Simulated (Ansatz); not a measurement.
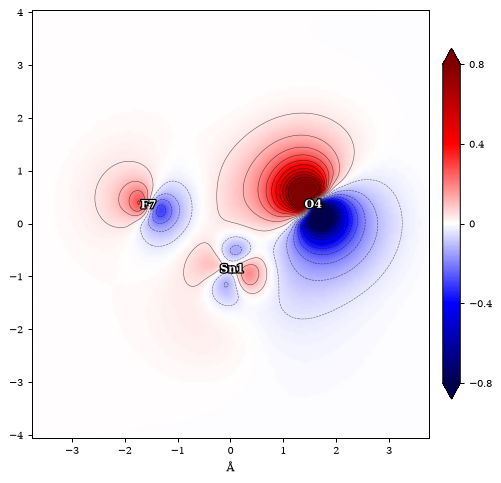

Figure 1: FH₃OSn···HCl. The HOMO on the plane of atoms O4, Sn1 and F7 (values in Å⁻³ᐟ²; the overall sign is arbitrary).

Core potentials replace the inner electrons of Sn.

These are results of RKS r2SCAN-D4/def2-SVP in Ansatz, not measurements.

```xyz
8

Sn    0.4070    0.1494   -0.5256
Cl   -1.0858    0.9810    2.5775
H     1.3816    0.4701   -1.8796
O    -1.2237    1.2253   -0.7511
H    -1.7013    1.2723    0.0950
H     0.1633   -1.4444    0.0271
F     1.3548    1.0198    0.9923
H     0.1335    1.1587    2.0895
```

Q: What is the character of this orbital?

A: Its weight (Hirshfeld) is mainly on O4 (about 80 %) and Sn1 (about 10 %); largely a lone pair of O4. Its energy is −7.51 eV.
